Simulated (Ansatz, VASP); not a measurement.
# Cross-check of Ni between VASP and Ansatz

One calculation is typed for both programs; each brings its own data sets and cutoff. How far apart do they land?

Calculated with Ansatz 0.2.0; plane waves, with VASP 6.6.1 beside it; relaxation of cell and atoms at r2SCAN and relaxation of cell and atoms at LDA.

## Step 1: Starting point

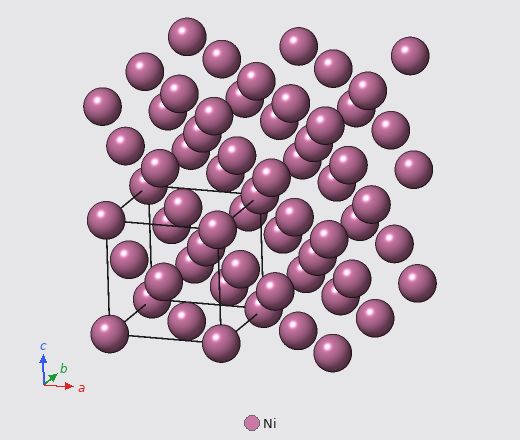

The starting structure, seen slightly off an axis (nickel pink). 2×2×2 cells are drawn. This picture shows the conventional cell, with its axes. Some periodic images of atoms are drawn too.

Coordinates:

```cif
data_structure
_symmetry_space_group_name_H-M 'Fm-3m'
_symmetry_Int_Tables_number 225
_cell_length_a 3.4787
_cell_length_b 3.4787
_cell_length_c 3.4787
_cell_angle_alpha 90.000
_cell_angle_beta 90.000
_cell_angle_gamma 90.000
_cell_volume 42.10
loop_
_atom_site_label
_atom_site_type_symbol
_atom_site_symmetry_multiplicity
_atom_site_Wyckoff_symbol
_atom_site_fract_x
_atom_site_fract_y
_atom_site_fract_z
_atom_site_occupancy
Ni1 Ni 4 a 0.00000 0.00000 0.00000 1
```

## Step 2: VASP: relaxation of cell and atoms, r2SCAN

The relaxed volume is the usual yardstick between codes: its relative difference is about their pressure difference at one cell divided by the bulk modulus.

Lines of VASP's logs that name or quote its potential files are left out, and so is its time.

INCAR

```
SYSTEM = Ni
PREC = Accurate
ENCUT = 520
EDIFF = 1E-07
NELM = 100
ISMEAR = 1
SIGMA = 0.15
LREAL = .FALSE.
ALGO = Normal
METAGGA = R2SCAN
LASPH = .TRUE.
NBANDS = 12
ISPIN = 2
MAGMOM = 1
LMAXMIX = 4
LORBIT = 11
LWAVE = .FALSE.
LCHARG = .FALSE.
KPAR = 4
IBRION = 2
NSW = 50
ISIF = 3
EDIFFG = -0.005
```

POSCAR

```
Ni
1.0
    0.0000000000      1.7393587753      1.7393587753
    1.7393587753      0.0000000000      1.7393587753
    1.7393587753      1.7393587753      0.0000000000
Ni
1
Direct
    0.0000000000      0.0000000000      0.0000000000
```

KPOINTS

```
Automatic mesh
0
Gamma
24 24 24
0 0 0
```

PAW data sets: Ni (PBE family, release 64).

The run is started by

```bash
$ mpirun -np 4 vasp_std
```

Numbers of over 12 decimals in the logs are rounded to 6 here.

Output:

```text
[banner, memory and clock lines left out]
running    4 mpi-ranks, on    1 nodes
 distrk:  each k-point on    1 cores,    4 groups
 distr:  one band on    1 cores,    1 groups

 POSCAR found type information on POSCAR Ni
 POSCAR found :  1 types and       1 ions
|                                                                             |
|               ----> ADVICE to this user running VASP <----                  |
|                                                                             |
|     You enforced a specific xc type in the INCAR file but a different       |
|     [... a line on the potential file left out ...]
|     I HOPE YOU KNOW WHAT YOU ARE DOING!                                     |
|                                                                             |

 LDA part: xc-table for (None), standard interpolation
 POSCAR, INCAR and KPOINTS ok, starting setup
 FFT: planning ... GRIDC
 FFT: planning ... GRID_SOFT
 FFT: planning ... GRID
 WAVECAR not read
 entering main loop
       N       E                     dE             d eps       ncg     rms          rms(c)
DAV:   1     0.251664507308E+02    0.25166E+02   -0.46410E+03 20352   0.111E+03
DAV:   2    -0.129914534264E+02   -0.38158E+02   -0.35753E+02 21116   0.180E+02
DAV:   3    -0.142584734551E+02   -0.12670E+01   -0.12585E+01 22832   0.367E+01
DAV:   4    -0.142695421004E+02   -0.11069E-01   -0.11065E-01 23092   0.307E+00
DAV:   5    -0.142697761087E+02   -0.23401E-03   -0.23400E-03 24116   0.412E-01    0.109E+01
DAV:   6    -0.124390333754E+02    0.18307E+01   -0.19582E+01 25980   0.621E+01    0.738E+00
DAV:   7    -0.119460953700E+02    0.49294E+00   -0.38514E+00 25104   0.226E+01    0.237E+00
DAV:   8    -0.119462728108E+02   -0.17744E-03   -0.34304E-02 22388   0.183E+00    0.124E+00
DAV:   9    -0.119441917779E+02    0.20810E-02   -0.29799E-03 27880   0.514E-01    0.404E-01
DAV:  10    -0.119434968576E+02    0.69492E-03   -0.38404E-03 26868   0.771E-01    0.671E-02
DAV:  11    -0.119435436497E+02   -0.46792E-04   -0.30793E-04 28408   0.220E-01    0.444E-02
DAV:  12    -0.119435510642E+02   -0.74144E-05   -0.11103E-05 22072   0.335E-02    0.249E-02
DAV:  13    -0.119435487568E+02    0.23073E-05   -0.10290E-05 24992   0.368E-02    0.741E-03
DAV:  14    -0.119435505837E+02   -0.18268E-05   -0.23174E-06 25744   0.181E-02    0.137E-03
DAV:  15    -0.119435507895E+02   -0.20577E-06   -0.47531E-08 15800   0.264E-03    0.584E-04
DAV:  16    -0.119435510467E+02   -0.25727E-06   -0.11970E-08 11584   0.113E-03    0.427E-04
DAV:  17    -0.119435509274E+02    0.11937E-06   -0.10163E-09 10988   0.339E-04    0.112E-04
DAV:  18    -0.119435509176E+02    0.97559E-08   -0.53757E-10 10824   0.272E-04
   1 F= -.11943551E+02 E0= -.11943871E+02  d E =-.119436E+02  mag=     0.7136
 curvature:   0.00 expect dE= 0.000E+00 dE for cont linesearch  0.000E+00
 trial: gam= 0.00000 g(F)=  0.717E-64 g(S)=  0.168E-05 ort = 0.000E+00 (trialstep = 0.100E+01)
 search vector abs. value=  0.168E-05
 reached required accuracy - stopping structural energy minimisation
```

Parts of OUTCAR (step 2):

```text
ion  position               nearest neighbor table
   1  0.000  0.000  0.000-

  LATTYP: Found a face centered cubic cell.
 ALAT       =     3.4787175506

 Subroutine GETGRP returns: Found 48 space group operations
 (whereof 48 operations were pure point group operations)

The static configuration has the point symmetry O_h .

 Found    413 irreducible k-points:

   k-points           NKPTS =    413   k-points in BZ     NKDIM =    413   number of bands    NBANDS=     12

   dimension x,y,z NGX =    18 NGY =   18 NGZ =   18
   dimension x,y,z NGXF=    36 NGYF=   36 NGZF=   36

   ENCUT  =  520.0 eV  38.22 Ry    6.18 a.u.   4.57  4.57  4.57*2*pi/ulx,y,z

   NELECT =      10.0000    total number of electrons

 k-points in reciprocal lattice and weights: Automatic mesh
   0.00000000  0.00000000  0.00000000       0.000
   0.04166667  0.00000000  0.00000000       0.001
   0.08333333  0.00000000  0.00000000       0.001
   0.12500000  0.00000000  0.00000000       0.001
   0.16666667  0.00000000  0.00000000       0.001
   0.20833333  0.00000000  0.00000000       0.001
   0.25000000  0.00000000  0.00000000       0.001
   0.29166667  0.00000000  0.00000000       0.001
   0.33333333  0.00000000  0.00000000       0.001
[...]
-0.29166667  0.50000000  0.20833333       0.001
  -0.25000000  0.50000000  0.25000000       0.000

 average (electrostatic) potential at core
       1 -86.9653

 E-fermi :   9.8057

 spin component 1
 k-point     1 :       0.0000    0.0000    0.0000
  band No.  band energies     occupation
    ...
      2       6.7744      1.00000
      3       6.7745      1.00000
      4       6.7745      1.00000
      5       8.1205      1.00000
      6       8.1206      1.00000
      7      34.6292      0.00000
      8      39.0472      0.00000
      9      39.0472      0.00000
     10      39.0476      0.00000
     11      41.7828      0.00000
    ...

 k-point     2 :       0.0417    0.0000    0.0000
  band No.  band energies     occupation
    ...
      2       6.7560      1.00000
      3       6.7908      1.00000
      4       6.7908      1.00000
      5       8.1134      1.00000
      6       8.1134      1.00000
      7      34.4260      0.00000
      8      37.8689      0.00000
      9      38.8349      0.00000
     10      38.8353      0.00000
     11      42.0777      0.00000
    ...

 k-point     3 :       0.0833    0.0000    0.0000
  band No.  band energies     occupation
    ...
      2       6.7037      1.00000
      3       6.8366      1.00000
      4       6.8367      1.00000
      5       8.0950      1.00000
      6       8.0950      1.00000
      7      33.4999      0.00000
      8      36.4686      0.00000
      9      38.3747      0.00000
     10      38.3750      0.00000
     11      42.7584      0.00000
    ...

 k-point     4 :       0.1250    0.0000    0.0000
  band No.  band energies     occupation
    ...
      2       6.6271      1.00000
      3       6.9026      1.00000
      4       6.9027      1.00000
      5       8.0743      1.00000
      6       8.0743      1.00000
      7      31.6460      0.00000
      8      35.8380      0.00000
      9      37.8713      0.00000
     10      37.8716      0.00000
     11      43.2007      0.00000
    ...

 k-point     5 :       0.1667    0.0000    0.0000
  band No.  band energies     occupation
    ...
      2       6.5428      1.00000
      3       6.9719      1.00000
      4       6.9720      1.00000
      5       8.0670      1.00000
      6       8.0671      1.00000
      7      29.4340      0.00000
      8      35.4965      0.00000
      9      37.4062      0.00000
     10      37.4065      0.00000
     11      43.2310      0.00000
    ...

 k-point     6 :       0.2083    0.0000    0.0000
  band No.  band energies     occupation
    ...
      2       6.4764      1.00000
      3       7.0230      1.00000
      4       7.0232      1.00000
      5       8.0925      1.00000
      6       8.0926      1.00000
      7      27.1732      0.00000
      8      35.1559      0.00000
      9      37.0062      0.00000
     10      37.0064      0.00000
     11      43.3908      0.00000
    ...

  Total       -0.0034044     -0.0034044     -0.0034044     -0.0000000     -0.0000000     -0.0000000
  in kB       -0.5182724     -0.5182724     -0.5182724     -0.0000000     -0.0000000     -0.0000000
  external PRESSURE =      -0.5182724 kB  Pullay stress =       0.0000000 kB

  energy-cutoff  :      520.00
  volume of cell :       10.52
      direct lattice vectors                 reciprocal lattice vectors
     0.000000000  1.739358775  1.739358775    -0.287462257  0.287462257  0.287462257
     1.739358775  0.000000000  1.739358775     0.287462257 -0.287462257  0.287462257
     1.739358775  1.739358775  0.000000000     0.287462257  0.287462257 -0.287462257

 POSITION                                       TOTAL-FORCE (eV/Angst)
 -----------------------------------------------------------------------------------
      0.00000      0.00000      0.00000         0.000000      0.000000     -0.000000
 -----------------------------------------------------------------------------------
    total drift:                                0.000000     -0.000000      0.000000

  FREE ENERGIE OF THE ION-ELECTRON SYSTEM (eV)
  ---------------------------------------------------
  free  energy   TOTEN  =       -11.9435509176 eV

  energy  without entropy=      -11.9445101223  energy(sigma->0) =      -11.94387065

 reached required accuracy - stopping structural energy minimisation

 total charge
# of ion       s       p       d       tot
------------------------------------------
    1        0.528   0.549   8.329   9.407

 magnetization (x)
# of ion       s       p       d       tot
------------------------------------------
    1       -0.010  -0.043   0.785   0.732

[... 6 further parts left out ...]
```

CONTCAR:

```
Ni
   1.00000000000000
     0.0000000000000000    1.7393587752999999    1.7393587752999999
     1.7393587752999999    0.0000000000000000    1.7393587752999999
     1.7393587752999999    1.7393587752999999    0.0000000000000000
  Ni
     1
Direct
     0.0000000000000000    0.0000000000000000    0.0000000000000000
```

(Continued in part 2 of 2.)

[Lines on the potential files, build, host, timing and source positions are cut from VASP's logs without a mark.]

[Logs are printed without paths, hosts, clocks, repeated set-up lines and the standing remarks that a program may print on its own settings, such as how far it seeks lower states.]

[Hosts, paths, dates, database ids (printed as entryN), source tags and the programs' standing remarks are cut or masked in the printed files.]
